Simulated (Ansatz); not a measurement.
# Two runs on Ge₂H₃

System: Ge₂H₃, multiplicity 2.
Method of run 1: UKS PBE-D4/def2-TZVP (Ansatz 0.2.0).

The geometry comes from this level: r2SCAN-D4/def2-TZVP. Text and figures count atoms from 1; the logs count them from 0 in places.

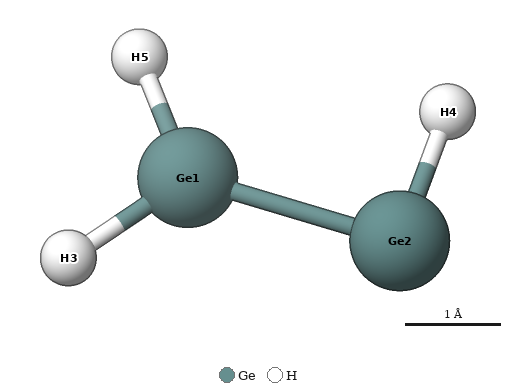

**Figure 1.** The structure as given in the input (ball-and-stick view, seen at a tilt; atoms are numbered from 1 in the order of the input). Sticks mark near contacts.

### The input, run 1
```yaml
crystal:
  periodic: [false, false, false]
  atoms:
    - {symbol: Ge, position_ang: [0.238233, -0.050794, 0.599615]}
    - {symbol: Ge, position_ang: [-1.112439, -0.818028, -1.232121]}
    - {symbol: H, position_ang: [0.351201, -0.793312, 1.950849]}
    - {symbol: H, position_ang: [-0.616878, 0.461716, -2.041622]}
    - {symbol: H, position_ang: [1.139893, 1.200418, 0.723278]}
basis:
  gaussian: {orbitals: def2-TZVP, initial_orbitals: start.molden}
magnetization: {spin_polarized: true, initial_magnetization: 1}
hamiltonian: {xc: pbe, dispersion: d4}
scf: {omitted_lower_state_checks: [starts]}
output: {orbitals: {seedname: orbitals}}
```

Command:
```bash
ansatz run in.yaml --threads 2 --pin off --events-out ev --progress --plain --max-ram 4352MiB
```

Hardware: 2 threads of Arm Neoverse V2, 23 GiB of memory available, shared host.

### Output (run 1)
```
Functional definition: PBE
  parameter kappa = 0.804
  parameter beta = 0.06672455060314922
  exchange = pbe_x(kappa = kappa, mu = beta*pi^2/3)
  correlation = pbe_c(beta = beta)
these checks for a lower state are left out or cut short: starts
848 factors; their error is unknown
mean field evaluation 1: about -113066.3900 eV, gradient 7.9e0 eV
mean field evaluation 2: about -113066.4908 eV, gradient 1.4e-1 eV
mean field evaluation 4: about -113066.4634 eV, gradient 4.9e-4 eV
mean field -113066.46337235 eV, -4155.1158897324 hartree, gradient 2.4e-5 eV, S^2 0.752939; 0 other end points of the search recorded, 0 dependent functions left out
reference -113066.46340571 eV, -4155.1158909582 hartree; 34, 33 occupied and 80, 81 virtual orbitals, 848 factors
Total energy: -113066.55710351 eV, -4155.1193342891 hartree
Checks for a lower state left out: starts
```

For run 2 the input was changed thus:
```diff
-hamiltonian: {xc: pbe, dispersion: d4}
+hamiltonian: {xc: {name: LC-wPBE, parameters: {omega: 0.2/bohr}}}
```

How does run 2 compare with run 1?

The total energies belong to different models, so their difference says nothing on which is more stable or more accurate. The HOMO goes from −5.45 to −7.75 eV. The LUMO goes from −4.50 to −2.11 eV.

### Output (run 2)
```
Functional definition: LC-wPBE
  parameter omega = 0.4/bohr
  exchange = pbe_x_sr(omega) + exact_x_lr(omega)
  correlation = pbe_c
  with omega = 0.2/bohr from the input
these checks for a lower state are left out or cut short: starts
848 factors; their error is unknown
126 factors; integrals over basis functions are off by at most 7.7e-6 eV
mean field evaluation 1: about -113066.7151 eV, gradient 7.6e0 eV
mean field evaluation 2: about -113066.8068 eV, gradient 8.4e-2 eV
mean field evaluation 4: about -113066.7796 eV, gradient 1.1e-4 eV
mean field -113066.77964936 eV, -4155.1275126980 hartree, gradient 1.0e-5 eV, S^2 0.753424; 0 other end points of the search recorded, 0 dependent functions left out
reference -113066.77964938 eV, -4155.1275126989 hartree; 34, 33 occupied and 80, 81 virtual orbitals, 848 factors
Total energy: -113066.77964938 eV, -4155.1275126989 hartree
Checks for a lower state left out: starts
```

### The two runs side by side

| quantity | run 1 | run 2 |
| --- | --- | --- |
| outcome | converged | converged |
| total energy (hartree) | −4155.119334 | −4155.127513 |
| HOMO (eV) | −5.45 | −7.75 |
| LUMO (eV) | −4.50 | −2.11 |
| ⟨S²⟩ | 0.753 | 0.753 |
| basis functions | 114 | 114 |
| wall time (shared host) | 1.9 s | 2.6 s |
